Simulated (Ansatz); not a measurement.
# H4OS2Si: rotation by 180° about the O1–S2 bond, part 2 of 2

Wanted: the energy profile along the rotation by 180° about the O1–S2 bond, from relaxed end points and a band of images. SMILES of the start: OSS[SiH3].

Ansatz 0.2.0; RKS BHLYP/def2-SVP. Earlier steps stand in the parts before.

**4. Nudged elastic band**

crystal.atoms is end A as relaxed above, and neb.final_atoms is end B, turned to lie on A. With 5 inner images the band has 7 in all. The start path is listed, through a guess of the saddle.

input.yaml reads:

```yaml
crystal:
  periodic: [false, false, false]
  atoms:
    - { symbol: O, position_ang: [-1.740373, 1.601592, -0.208291] }
    - { symbol: S, position_ang: [-0.82002, 0.950044, -1.415849] }
    - { symbol: S, position_ang: [1.069032, 0.748863, -0.572387] }
    - { symbol: Si, position_ang: [0.800259, -1.153152, 0.428948] }
    - { symbol: H, position_ang: [-1.607894, 2.550773, -0.193523] }
    - { symbol: H, position_ang: [-0.295471, -1.060814, 1.413441] }
    - { symbol: H, position_ang: [2.085727, -1.427558, 1.108976] }
    - { symbol: H, position_ang: [0.50874, -2.209748, -0.561325] }
basis:
  gaussian: { orbitals: def2-SVP }
hamiltonian:
  xc: { name: BHLYP }
neb:
  order_check: false
  images: 5
  f_tol: 0.03
  max_iterations: 43
  final_atoms:
    - { symbol: O, position_ang: [-1.41608851, 2.06542396, -0.42010155] }
    - { symbol: S, position_ang: [-0.70635257, 1.06223129, -1.52092049] }
    - { symbol: S, position_ang: [1.19818785, 0.71426209, -0.75543423] }
    - { symbol: Si, position_ang: [0.75349147, -1.05422364, 0.40433331] }
    - { symbol: H, position_ang: [-1.82602986, 1.53853653, 0.26711209] }
    - { symbol: H, position_ang: [-0.34154547, -0.75519904, 1.3544712] }
    - { symbol: H, position_ang: [1.98718227, -1.39873964, 1.14391651] }
    - { symbol: H, position_ang: [0.35115483, -2.17229155, -0.47338684] }
  initial_path:
    images:
      - { positions_ang: [[-1.740373, 1.601592, -0.208291], [-0.82002, 0.950044, -1.415849], [1.069032, 0.748863, -0.572387], [0.800259, -1.153152, 0.428948], [-1.607894, 2.550773, -0.193523], [-0.295471, -1.060814, 1.413441], [2.085727, -1.427558, 1.108976], [0.50874, -2.209748, -0.561325]] }
      - { positions_ang: [[-1.60703056, 1.68888634, -0.16086533], [-0.74978174, 0.99289856, -1.38725033], [1.13115033, 0.71056825, -0.59408279], [0.7965779, -1.16586618, 0.43390095], [-1.81754912, 2.41125993, -0.22972948], [-0.28638964, -0.99170328, 1.40380996], [2.07672165, -1.45666981, 1.09597611], [0.45630117, -2.18937379, -0.5617691]] }
      - { positions_ang: [[-1.47368811, 1.77618068, -0.11343966], [-0.67954348, 1.03575311, -1.35865166], [1.19326867, 0.67227349, -0.61577859], [0.7928968, -1.17858037, 0.43885391], [-2.02720423, 2.27174685, -0.26593596], [-0.27730828, -0.92259256, 1.39417892], [2.0677163, -1.48578163, 1.08297623], [0.40386234, -2.16899959, -0.56221319]] }
      - { positions_ang: [[-1.34034567, 1.86347502, -0.06601399], [-0.60930522, 1.07860767, -1.33005299], [1.255387, 0.63397874, -0.63747438], [0.7892157, -1.19129455, 0.44380686], [-2.23685935, 2.13223378, -0.30214243], [-0.26822691, -0.85348183, 1.38454788], [2.05871095, -1.51489344, 1.06997634], [0.3514235, -2.14862538, -0.56265729]] }
      - { positions_ang: [[-1.36559329, 1.93079134, -0.18404318], [-0.64165434, 1.07314887, -1.39367549], [1.23632062, 0.66073985, -0.67679433], [0.77730763, -1.14560425, 0.43064901], [-2.09991619, 1.93433469, -0.11239092], [-0.29266643, -0.8207209, 1.37452232], [2.03486805, -1.4761755, 1.09462306], [0.35133394, -2.1565141, -0.53290047]] }
      - { positions_ang: [[-1.3908409, 1.99810765, -0.30207236], [-0.67400345, 1.06769008, -1.45729799], [1.21725423, 0.68750097, -0.71611428], [0.76539955, -1.09991395, 0.41749116], [-1.96297303, 1.73643561, 0.07736059], [-0.31710595, -0.78795997, 1.36449676], [2.01102516, -1.43745757, 1.11926979], [0.35124439, -2.16440282, -0.50314366]] }
      - { positions_ang: [[-1.41608851, 2.06542396, -0.42010155], [-0.70635257, 1.06223129, -1.52092049], [1.19818785, 0.71426209, -0.75543423], [0.75349147, -1.05422364, 0.40433331], [-1.82602986, 1.53853653, 0.26711209], [-0.34154547, -0.75519904, 1.3544712], [1.98718227, -1.39873964, 1.14391651], [0.35115483, -2.17229155, -0.47338684]] }
```

Command:

```
ansatz run input.yaml --threads 1 --pin off --max-ram 2048MiB --backend cpu --events-out ev --progress --plain --runs-dir out
```

Standard output, shortened:

```text
Warning: RAYON_NUM_THREADS=1 ignored (pool sized by the plan → 1); use --threads N
[...]
Functional definition: BHLYP
[...]
888 factors; integrals over basis functions are off by at most 2.2e-4 eV
[...]
mean field -31648.01671307 eV, -1163.0431624092 hartree, gradient 2.1e-5 eV, S^2 0.000000; 0 other end points of the search recorded, 0 dependent functions left out
[...]
reference -31648.01687078 eV, -1163.0431682050 hartree; 29, 29 occupied and 59, 59 virtual orbitals, 888 factors
889 factors; integrals over basis functions are off by at most 1.8e-4 eV
[...]
mean field -31647.97784522 eV, -1163.0417340420 hartree, gradient 2.5e-5 eV, S^2 0.000000; 0 other end points of the search recorded, 0 dependent functions left out
[...]
reference -31647.97799829 eV, -1163.0417396671 hartree; 29, 29 occupied and 59, 59 virtual orbitals, 889 factors
[...]
NEB iter   8: max|band force component| = 6.020e-3 eV/Å  barrier→ = 0.2936 eV  barrier← = 0.2547 eV  CI = image 3  Δτ_max = 0.0000 Å  (236 SCF iters)
Total energy: -31647.72331550 eV, -1163.0323802472 hartree
Atom 0 at    -1.309418     1.900904    -0.056251 Å, force     0.002150    -0.002950    -0.005914 eV/Å
Atom 1 at    -0.655940     1.076691    -1.375204 Å, force     0.000345     0.001451     0.003764 eV/Å
Atom 2 at     1.218738     0.691816    -0.638343 Å, force    -0.000184     0.001510    -0.001610 eV/Å
Atom 3 at     0.789221    -1.153680     0.417894 Å, force     0.000514    -0.001452     0.000781 eV/Å
Atom 4 at    -2.202662     2.145880    -0.306967 Å, force    -0.002660     0.002711     0.002344 eV/Å
Atom 5 at    -0.279081    -0.925920     1.409326 Å, force    -0.001440    -0.000323     0.000705 eV/Å
Atom 6 at     2.054300    -1.530430     1.087099 Å, force     0.001158    -0.000014     0.000708 eV/Å
Atom 7 at     0.384842    -2.205260    -0.537564 Å, force     0.000117    -0.000933    -0.000779 eV/Å
Dipole moment:    -0.282849    -0.203002    -0.031351 e Å
this run last wrote the band of iteration 8 to <dir>
```

It took 6.2 min on 1 thread of Intel Xeon at 2.50GHz (Skylake/Cascade Lake), shared host; peak memory 0.19 GiB.

**5. The band, image by image**

Images 0 and 6 are the ends. Energies count from image 0; the path length is the program's own measure over all atoms.

```
image  path (Å)  energy (eV)  dihedral H5–O1–S2–S3 (°)  band force (eV/Å)
    0     0.000       0.0000                        83                  -
    1     0.369       0.0591                       108              0.005
    2     0.738       0.2171                       143              0.003
   3*     1.108       0.2936                       179              0.006
    4     1.527       0.2041                      -140              0.003
    5     1.946       0.0632                      -102              0.005
    6     2.365       0.0389                       -87                  -
```

The star marks the climbing image.

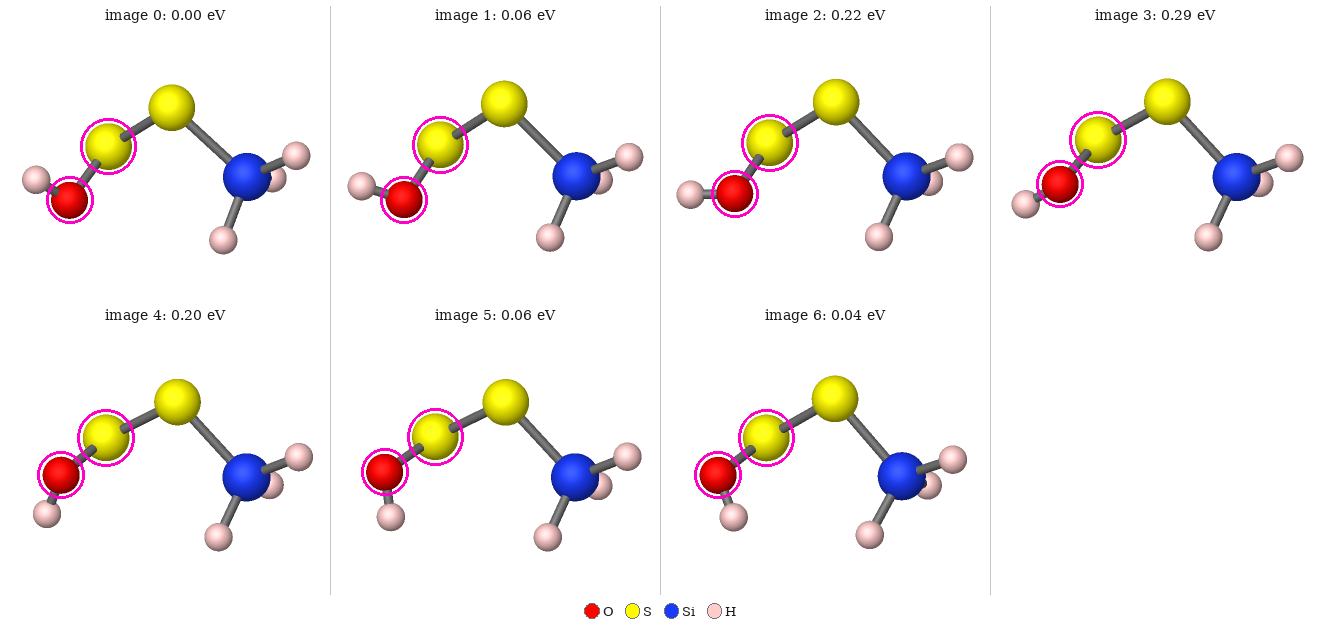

The images of the last band, seen from a chosen angle. Ringed: O1, S2. Sticks join atoms closer than a bonding distance in each image.

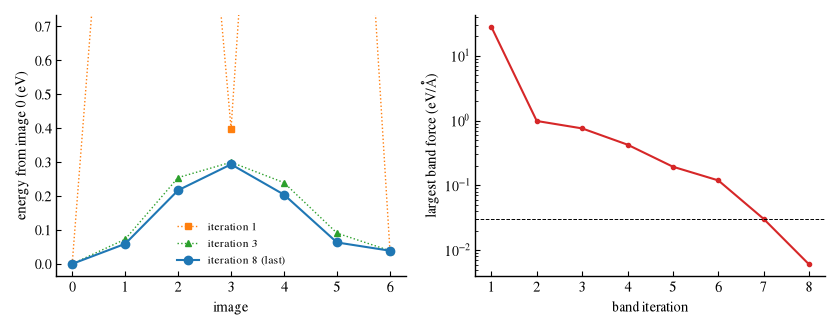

Left: energy of each image for early iterations and the last one (lines only join the points; early values far above the last band run off the scale). Right: the largest band force by iteration, with the threshold dashed.

The top of the band by iteration:

```
iteration  highest image above image 0 (eV)  largest band force (eV/Å)
        1                            2.7212                     27.889
        2                            0.3402                      0.985
        3                            0.2998                      0.756
        4                            0.2953                      0.424
        5                            0.2943                      0.194
        6                            0.2937                      0.119
        7                            0.2936                      0.030
        8                            0.2936                      0.006
```

The band as a trajectory file:

```xyz
8
image=0 dE=0.0000
O    -1.740    1.602   -0.208
S    -0.820    0.950   -1.416
S     1.069    0.749   -0.572
Si    0.800   -1.153    0.429
H    -1.608    2.551   -0.194
H    -0.295   -1.061    1.413
H     2.086   -1.428    1.109
H     0.509   -2.210   -0.561
8
image=1 dE=0.0591
O    -1.631    1.575   -0.111
S    -0.736    0.969   -1.368
S     1.172    0.752   -0.579
Si    0.807   -1.140    0.419
H    -1.838    2.491   -0.291
H    -0.270   -0.962    1.411
H     2.073   -1.515    1.087
H     0.424   -2.171   -0.568
8
image=2 dE=0.2171
O    -1.451    1.698   -0.025
S    -0.693    1.017   -1.356
S     1.209    0.721   -0.620
Si    0.801   -1.146    0.413
H    -2.063    2.359   -0.348
H    -0.270   -0.934    1.405
H     2.065   -1.525    1.084
H     0.402   -2.190   -0.553
8
image=3 dE=0.2936
O    -1.309    1.901   -0.056
S    -0.656    1.077   -1.375
S     1.219    0.692   -0.638
Si    0.789   -1.154    0.418
H    -2.203    2.146   -0.307
H    -0.279   -0.926    1.409
H     2.054   -1.530    1.087
H     0.385   -2.205   -0.538
8
image=4 dE=0.2041
O    -1.289    2.110   -0.234
S    -0.657    1.120   -1.425
S     1.203    0.674   -0.659
Si    0.787   -1.148    0.429
H    -2.213    1.886   -0.130
H    -0.262   -0.910    1.440
H     2.066   -1.514    1.078
H     0.364   -2.218   -0.499
8
image=5 dE=0.0632
O    -1.392    2.168   -0.438
S    -0.674    1.116   -1.491
S     1.183    0.705   -0.656
Si    0.777   -1.118    0.434
H    -2.032    1.695    0.094
H    -0.261   -0.886    1.461
H     2.060   -1.483    1.075
H     0.341   -2.196   -0.478
8
image=6 dE=0.0389
O    -1.416    2.065   -0.420
S    -0.706    1.062   -1.521
S     1.198    0.714   -0.755
Si    0.753   -1.054    0.404
H    -1.826    1.539    0.267
H    -0.342   -0.755    1.354
H     1.987   -1.399    1.144
H     0.351   -2.172   -0.473
```

**6. Frequencies at the highest image**

The geometry is the highest inner image of the first converged band.

input.yaml reads:

```yaml
crystal:
  periodic: [false, false, false]
  atoms:
    - { symbol: O, position_ang: [-1.309418, 1.900904, -0.056251] }
    - { symbol: S, position_ang: [-0.65594, 1.076691, -1.375204] }
    - { symbol: S, position_ang: [1.218738, 0.691816, -0.638343] }
    - { symbol: Si, position_ang: [0.789221, -1.15368, 0.417894] }
    - { symbol: H, position_ang: [-2.202662, 2.14588, -0.306967] }
    - { symbol: H, position_ang: [-0.279081, -0.92592, 1.409326] }
    - { symbol: H, position_ang: [2.0543, -1.53043, 1.087099] }
    - { symbol: H, position_ang: [0.384842, -2.20526, -0.537564] }
basis:
  gaussian: { orbitals: def2-SVP }
hamiltonian:
  xc: { name: BHLYP }
phonons: {}
```

Command:

```
ansatz run input.yaml --threads 1 --pin off --max-ram 2048MiB --backend cpu --events-out ev --progress --plain --runs-dir out
```

Standard output, shortened:

```text
Warning: RAYON_NUM_THREADS=1 ignored (pool sized by the plan → 1); use --threads N
[...]
Functional definition: BHLYP
[...]
888 factors; integrals over basis functions are off by at most 2.0e-4 eV
[...]
mean field -31647.72316754 eV, -1163.0323748098 hartree, gradient 4.0e-5 eV, S^2 0.000000; 0 other end points of the search recorded, 0 dependent functions left out
[...]
reference -31647.72332357 eV, -1163.0323805438 hartree; 29, 29 occupied and 59, 59 virtual orbitals, 888 factors
[...]
888 factors; integrals over basis functions are off by at most 2.0e-4 eV
[...]
mean field -31647.72300414 eV, -1163.0323688050 hartree, gradient 1.2e-6 eV, S^2 0.000000; 0 other end points of the search recorded, 0 dependent functions left out
[...]
reference -31647.72316019 eV, -1163.0323745397 hartree; 29, 29 occupied and 59, 59 virtual orbitals, 888 factors
[...]
888 factors; integrals over basis functions are off by at most 1.9e-4 eV
[...]
WARN: phonons: modes at or below zero, which the zero-point energy, F, S and C_V leave out: 1, the lowest at -387.22 cm⁻¹. A minimum has none, and a first-order saddle one
[...]
Total energy: -31647.72332357 eV, -1163.0323805438 hartree
Atom 0 at    -1.309418     1.900904    -0.056251 Å, force     0.002138    -0.002889    -0.005907 eV/Å
Atom 1 at    -0.655940     1.076691    -1.375204 Å, force     0.000369     0.001425     0.003739 eV/Å
Atom 2 at     1.218738     0.691816    -0.638343 Å, force    -0.000233     0.001487    -0.001580 eV/Å
Atom 3 at     0.789221    -1.153680     0.417894 Å, force     0.000539    -0.001461     0.000767 eV/Å
Atom 4 at    -2.202662     2.145880    -0.306967 Å, force    -0.002658     0.002705     0.002352 eV/Å
Atom 5 at    -0.279081    -0.925920     1.409326 Å, force    -0.001443    -0.000320     0.000699 eV/Å
Atom 6 at     2.054300    -1.530430     1.087099 Å, force     0.001167    -0.000014     0.000704 eV/Å
Atom 7 at     0.384842    -2.205260    -0.537564 Å, force     0.000120    -0.000934    -0.000773 eV/Å
Dipole moment:    -0.282849    -0.203002    -0.031351 e Å
Vibrations: -387.22 85.50 125.49 155.56 281.42 493.80 525.13 638.27 653.77 778.66 954.52 969.21 991.11 1168.66 2304.95 2315.98 2330.15 3944.42 cm⁻¹, zero-point energy 1.160282 eV
```

Wall time 3.8 min (1 thread of Intel Xeon at 2.50GHz (Skylake/Cascade Lake), shared host); peak memory 0.19 GiB.

Of 18 modes, 1 is imaginary by more than 30 cm⁻¹ (387i cm⁻¹).

**7. Results**

The summary covers parts 1 to 2.

| quantity | value |
| --- | --- |
| end A | 6 moves, 0.078 eV lower |
| end B | 5 moves, 0.093 eV lower |
| barrier forwards | 0.294 eV |
| barrier backwards | 0.255 eV |
| second end relative to first | +0.039 eV |
| highest image | 3 of 0 to 6, climbing |
| band iterations | 8 |
| imaginary modes at the top | 387i cm⁻¹ |

In words: Along this path the system climbs 0.29 eV from the first end (11 kT at 300 K); with a typical attempt rate of 10^13 per second that is roughly 10^8 events a second. Going back costs 0.25 eV, since the second end is 0.039 eV above the first. The listed dihedral goes from 83° at end A through 179° at the highest image to -87° at end B. One imaginary mode, as a first-order saddle point has. These are electronic energies, with no zero-point or thermal terms.
